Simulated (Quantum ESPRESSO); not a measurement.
# TePb (Fm-3m): Raman and infrared activity

Wanted: vibrational spectra of TePb (Fm-3m) from linear and non-linear response.

Method: DFT LDA, scalar-relativistic, plane waves, PseudoDojo norm-conserving pseudopotentials, in Quantum ESPRESSO 8.0 development, patched.

The experiments to compare with:

“Correlated local dipoles in PbTe” (2017, arxiv:1709.02863) reports for PbTe, rocksalt, by single-crystal x-ray diffraction (melt-grown single-crystal fragment, about 42 um across, 125 K): lattice constant a (cubic lattice constant a at 125 K) 6.4397 ± 0.0001 Å.

For PbTe, rock salt (bulk crystal, 5 K), “Lattice Properties of PbX (X = S, Se, Te): Experimental Studies and ab initio Calculations Including Spin-Orbit Effects” (2008, arxiv:0808.3152) quotes earlier work: infrared mode (TO at Gamma) 18 cm⁻¹ [soft, strongly anharmonic mode near a ferroelectric instability].

This is a report of a sequence of runs, with most program output left out.

### 1. Starting point

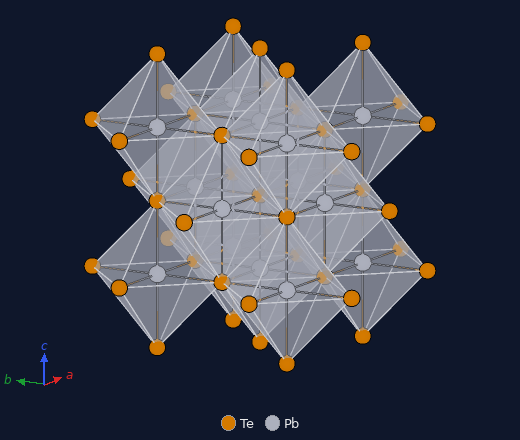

The starting structure, seen from a free direction (tellurium orange, lead light grey). This picture shows the conventional cell, with its axes. Some periodic images of atoms are drawn too.

### 2. A first look

Before anything dear is run, a loose run with smearing shows whether this is a metal and how far the cell is from rest.

File probe.in:

```
&CONTROL
  calculation = 'scf'
  prefix      = 'x'
  outdir      = './tmp'
  pseudo_dir  = './pseudo'
  tprnfor     = .true.
  tstress     = .true.
  verbosity   = 'high'
/
&SYSTEM
  ibrav       = 0
  nat         = 2
  ntyp        = 2
  ecutwfc     = 82.0
  occupations = 'smearing'
  smearing    = 'gaussian'
  degauss     = 0.01
/
&ELECTRONS
  conv_thr         = 1.0d-07
  mixing_beta      = 0.7
  electron_maxstep = 100
/
ATOMIC_SPECIES
 Te    127.6000  Te.upf
 Pb    207.2000  Pb.upf
CELL_PARAMETERS angstrom
    -3.231000000    0.000000000    3.231000000
     0.000000000    3.231000000    3.231000000
    -3.231000000    3.231000000    0.000000000
ATOMIC_POSITIONS crystal
 Te     0.500000000   0.500000000   0.500000000
 Pb     0.000000000   0.000000000   0.000000000
K_POINTS automatic
 6 6 6 0 0 0
```

On the command line:

```sh
OMP_NUM_THREADS=1 mpirun -n 4 pw.x -nk 4 -in probe.in > probe.out
```

It took 14 s on 4 MPI ranks of AMD EPYC (Zen 3), shared host.

Numbers from this step:

| Property | Result |
| --- | --- |
| volume per atom | 33.73 Å³ |
| pressure | -1.707 GPa |
| gap on the k-mesh | 0.6554 eV |

A gap of 0.66 eV opens on this mesh, so the crystal is taken as an insulator; the start stands at -1.7 GPa.

### 3. Relaxing the cell and atoms

The relaxation runs at a cutoff a fifth above that of the response, since stress converges more slowly with the basis than frequencies do. Forces and stress are brought to rest with tight thresholds.

File relax.in:

```
&CONTROL
  calculation   = 'vc-relax'
  prefix        = 'x'
  outdir        = './tmp'
  pseudo_dir    = './pseudo'
  tprnfor       = .true.
  tstress       = .true.
  forc_conv_thr = 2.0d-05
  etot_conv_thr = 1.0d-07
  nstep         = 40
/
&SYSTEM
  ibrav       = 0
  nat         = 2
  ntyp        = 2
  ecutwfc     = 98
  occupations = 'fixed'
  nbnd        = 17
/
&ELECTRONS
  conv_thr         = 1.0d-11
  mixing_beta      = 0.7
  electron_maxstep = 100
/
&IONS
/
&CELL
  press_conv_thr = 0.2
/
ATOMIC_SPECIES
 Te    127.6000  Te.upf
 Pb    207.2000  Pb.upf
CELL_PARAMETERS angstrom
    -3.231000000    0.000000000    3.231000000
     0.000000000    3.231000000    3.231000000
    -3.231000000    3.231000000    0.000000000
ATOMIC_POSITIONS crystal
 Te     0.500000000   0.500000000   0.500000000
 Pb     0.000000000   0.000000000   0.000000000
K_POINTS automatic
 8 8 8 0 0 0
```

On the command line:

```sh
OMP_NUM_THREADS=1 mpirun -n 4 pw.x -nk 4 -in relax.in > relax.out
```

Wall time 4.6 min (4 MPI ranks).

Step by step:

```
step  energy less that of the first step (eV)  largest force (eV/Å)  pressure (GPa)  volume (Å³)
   1                                   0.0000                0.0000           -1.71        67.46
   2                                  -0.0056                0.0000           -1.35        66.87
   3                                  -0.0114                0.0000           -0.77        66.00
   4                                  -0.0140                0.0000            0.04        64.88
   5                                  -0.0140                0.0000            0.00        64.94
   6                                  -0.0140                0.0000            0.00        64.94
   7                                  -0.0138                0.0000            0.00        64.94
```

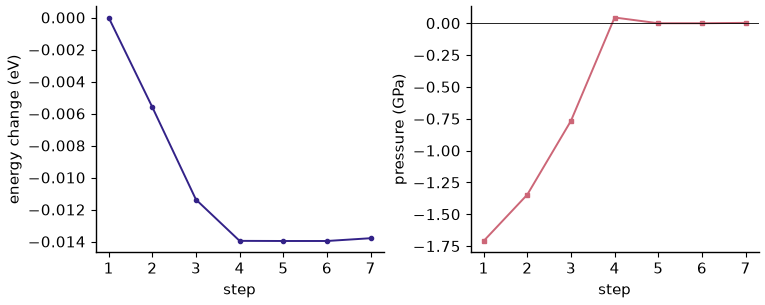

Energy and pressure along the relaxation.

```
conventional cell, symmetrised  before  after  change
                         a (Å)   6.462  6.380  -1.3 %
                         b (Å)   6.462  6.380  -1.3 %
                         c (Å)   6.462  6.380  -1.3 %
              volume (Å³/atom)   33.73  32.47  -3.7 %
```

Final coordinates:

```xyz
2
Lattice="-3.1902 0.0000 3.1902 0.0000 3.1902 3.1902 -3.1902 3.1902 0.0000" Properties=species:S:1:pos:R:3 pbc="T T T"
Te   -3.1902    3.1902    3.1902
Pb    0.0000    0.0000    0.0000
```

The last row of the table of steps is pw.x's closing run on a basis chosen anew for the final cell, so its energy can jump.

This step gave:

```yaml
volume_per_atom: 32.47 Å³
pressure: 0.002 GPa
gap_on_the_k_mesh: 0.5756 eV
```

The volume changes by -3.7 % from the cell with which this run began.

### 4. Self-consistent run for the response

The response is built on this ground state, so it is converged far tighter than an energy would need. With a gap, occupations are fixed, which also allows the response to an electric field.

File scf.in:

```
&CONTROL
  calculation = 'scf'
  prefix      = 'x'
  outdir      = './tmp'
  pseudo_dir  = './pseudo'
  tprnfor     = .true.
  tstress     = .true.
/
&SYSTEM
  ibrav       = 0
  nat         = 2
  ntyp        = 2
  ecutwfc     = 82.0
  occupations = 'fixed'
  nbnd        = 17
/
&ELECTRONS
  conv_thr         = 1.0d-12
  mixing_beta      = 0.7
  electron_maxstep = 100
/
ATOMIC_SPECIES
 Te    127.6000  Te.upf
 Pb    207.2000  Pb.upf
CELL_PARAMETERS angstrom
    -3.190191866    0.000000000    3.190191866
     0.000000000    3.190191866    3.190191866
    -3.190191866    3.190191866    0.000000000
ATOMIC_POSITIONS crystal
 Te     0.500000000   0.500000000   0.500000000
 Pb     0.000000000   0.000000000   0.000000000
K_POINTS automatic
 8 8 8 0 0 0
```

On the command line:

```sh
OMP_NUM_THREADS=1 mpirun -n 4 pw.x -nk 4 -in scf.in > scf.out
```

Wall time 37 s (4 MPI ranks).

Numbers from this step:

| Quantity | Value |
| --- | --- |
| pressure | -0.003000 GPa |
| gap on the k-mesh | 0.5755 eV |

The cell stands at -0.0030 GPa, close enough for phonons.

### 5. Zone-centre response

At q = 0 one unit cell holds all displacements; symmetry groups them into irreducible representations that are solved one by one. The response to a field gives ε∞ and the Born charges, which polar modes need. Third-order response adds the Raman tensors.

File ph.in:

```
phonons
&INPUTPH
  prefix = 'x'
  outdir = './tmp'
  fildyn = 'g.dyn'
  tr2_ph = 1.0d-18
  epsil  = .true.
  lraman = .true.
  elop   = .true.
/
0.000000000000 0.000000000000 0.000000000000
```

On the command line:

```sh
OMP_NUM_THREADS=1 mpirun -n 4 ph.x -nk 4 -in ph.in > ph.out
```

It took 42 min on 4 MPI ranks; 2.7 h of CPU time.

This step gave:

* miss of the charge sum rule: 0.05560 e
* largest acoustic frequency at the zone centre before the sum rule: 1.07 cm⁻¹
* highest optical zone-centre mode (no LO-TO term): 44.88 cm⁻¹
* lowest optical zone-centre mode: 44.88 cm⁻¹
* mean high-frequency dielectric constant: 34.58
* largest Born charge in size (third of the trace): 5.901 e

Born charge (rows field, columns displacement), before the sum rule (e), principal values of the symmetric part by kind of site:

```
atom  atoms with these values    low  middle   high   mean
 Te1                        1  -5.90   -5.90  -5.90  -5.90
 Pb2                        1   5.85    5.85   5.85   5.85
```

In full for Te1:

```
-5.90  0.00  0.00
 0.00 -5.90  0.00
 0.00  0.00 -5.90
```

High-frequency dielectric tensor:

```
34.58  0.00  0.00
 0.00 34.58  0.00
 0.00  0.00 34.58
```

The acoustic modes at Γ come out as far as 1.1 cm⁻¹ from zero, where they should vanish, a small numerical error; the Born charges miss their sum rule by 0.056 e, too much: mesh or cutoff is short for the field response.

### 6. Zone-centre analysis

A rigid shift of the crystal must cost nothing, but grids and finite bases break this; the acoustic sum rule is imposed before the matrix is diagonalised again. With Born charges the intensities follow, and the static dielectric tensor.

File dynmat.in:

```
&INPUT
  fildyn = 'g.dyn'
  asr    = 'simple'
  fileig = 'dynmat.eig'
  lperm  = .true.
/
```

On the command line:

```sh
dynmat.x -in dynmat.in > dynmat.out
```

Run time: 0.88 s. Hardware: 1 thread.

Read from the output:

```yaml
highest_optical_zone_centre_mode_no_lo_to_term: 44.84 cm⁻¹
lowest_optical_zone_centre_mode: 44.84 cm⁻¹
mean_static_dielectric_constant: 199.3
```

Unit eigenvectors of the mass-weighted matrix after the sum rule; no LO-TO term. The modes at Γ (shares of kinetic energy by element, %):

```
mode  frequency (cm⁻¹)  symmetry  Te %  Pb %
   1               0.0  acoustic    38    62
   2               0.0  acoustic    38    62
   3               0.0  acoustic    38    62
   4              44.8       T1u    62    38
   5              44.8       T1u    62    38
   6              44.8       T1u    62    38
```

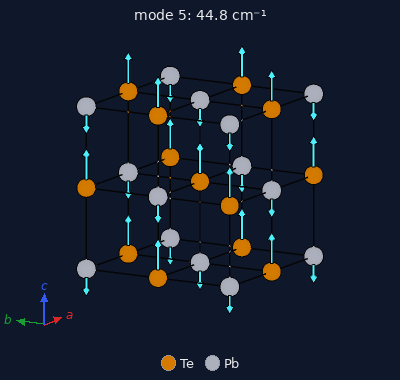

Displacement patterns of mode 5 at Γ; arrows are exaggerated. Some periodic images of atoms are drawn too.

Degenerate modes summed, no LO-TO term. Infrared lines, with heights relative to the strongest:

```
position (cm⁻¹)  lines merged  label  IR intensity, relative
             45             3    T1u                     100
```

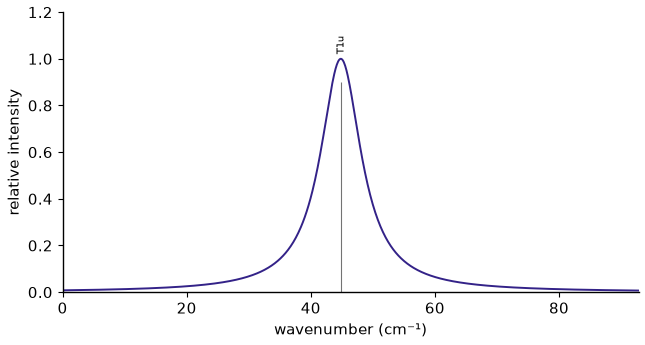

The infrared spectrum, broadened with Lorentzians of width 8 cm⁻¹; bars mark the lines.

Static dielectric tensor (ions relaxed, fixed cell):

```
199.3   0.0   0.0
  0.0 199.3   0.0
  0.0   0.0 199.3
```

The rule moves no optical mode by more than 0.1 cm⁻¹.

### 7. Sum rules set otherwise: a sum rule for molecules or wires on a crystal

This rule also removes rotations, which suits molecules and not a crystal; it is tried to see the harm.

File dynmat.in:

```
&INPUT
  fildyn = 'g.dyn'
  asr    = 'zero-dim'
  fileig = 'dynmat.eig'
  lperm  = .true.
/
```

On the command line:

```sh
dynmat.x -in dynmat.in > dynmat.out
```

The job ended after 0.85 s (1 thread).

The run ended normally, but on settings that are not sound.

The fault: a sum rule for molecules or wires on a crystal; 2 optical modes are projected out to zero frequency, as if they were rotations, and the static dielectric tensor is spoilt.

For a crystal the rule has to be 'simple' or 'crystal'.

Zone-centre frequencies as printed; negative means imaginary. Modes:

```
mode  frequency (cm⁻¹)
   1                 0
   2                 0
   3                 0
   4                 0
   5                 0
   6             44.85
```

### 8. Modes along a direction of q (1 0 0)

A longitudinal polar mode sets up a macroscopic field that stiffens it; the term hangs on the direction from which q goes to zero.

File dynmat.in:

```
&INPUT
  fildyn = 'g.dyn'
  asr    = 'simple'
  fileig = 'dynmat.eig'
  q(1)   = 1.0
  q(2)   = 0.0
  q(3)   = 0.0
/
```

On the command line:

```sh
dynmat.x -in dynmat.in > dynmat.out
```

Run time: 0.9 s. Hardware: 1 thread.

Read from the output:

* highest mode moved by the LO-TO term: 107.6 cm⁻¹

Zone-centre frequencies as printed; negative means imaginary. Modes:

```
mode  frequency (cm⁻¹)
   1                 0
   2                 0
   3                 0
   4             44.84
   5             44.84
   6             107.6
```

The field moves one mode, from 45 to 108 cm⁻¹; the others stay.

### 9. Summary of results

- space group after relaxation: Fm-3m
- volume per atom: 32.5 Å³
- gap on the k-mesh: 0.575 eV
- highest optical zone-centre mode (no LO-TO term): 44.8 cm⁻¹
- highest mode moved by the LO-TO term (probably not converged in the k mesh): 107.6 cm⁻¹
- mean high-frequency dielectric constant (probably not converged in the k mesh): 34.6
- largest Born charge in size (third of the trace) (probably not converged in the k mesh): 5.90 e
- mean static dielectric constant (probably not converged in the k mesh): 199.3
- imaginary optical modes at the zone centre (no q mesh in this session): none

What this shows: No mode is Raman active in this structure; the strongest infrared line lies at 45 cm⁻¹. At the LDA level the optical modes of TePb (Fm-3m) at the zone centre (no LO-TO term) lie at 45 cm⁻¹. Along the directions run, the highest mode that the macroscopic field moves lies at 108 cm⁻¹. Lattice motion raises the mean dielectric constant from 34.58 to 199.3. The Born charges miss their sum rule by 0.056 e, a sign that the k mesh or the cutoff is short for the field response. ε∞, the Born charges and what follows from them are probably not converged in the k mesh. The Lyddane-Sachs-Teller relation holds: (ωLO/ωTO)² is 5.76 and ε₀/ε∞ is 5.76. These are harmonic frequencies at zero temperature: anharmonic shifts and linewidths and thermal expansion are left out. Spin-orbit coupling is left out, which can matter for the heavy elements here. The build is a development version in which the Raman tensors of release 7.5 are mended; dynmat.x leaves out the electro-optic term of LO lines.

Calculation against experiment:

```
                         quantity  measured  LDA PseudoDojo norm-conserving, Quantum ESPRESSO
           lattice constant a (Å)    6.4397                                    6.380 (-0.9 %)
infrared mode, TO at Gamma (cm⁻¹)        18                                     45 (+148.9 %)
```

Measured values from arxiv:1709.02863 (2017) and arxiv:0808.3152 (2008).

Verdict: The lattice constant a is off by -0.9 %: fair agreement. The infrared mode is off by +148.9 %: a clear miss. The grades are ours: good and fair within 0.7 and 1.5 % for the lattice constant a and 3 and 7 % for the infrared mode. For lattice constants and infrared mode the calculation has a static lattice, without zero-point motion or thermal expansion (measured at up to 125 K). Limits of convergence are named above.

[Host names and launcher messages were left out of these logs when they were recorded.]

[Logs are printed without paths, hosts, clocks, repeated set-up lines and the standing remarks that a program may print on its own settings, such as how far it seeks lower states.]

[Hosts, paths, dates, database ids (printed as entryN), source tags and the programs' standing remarks are cut or masked in the printed files.]
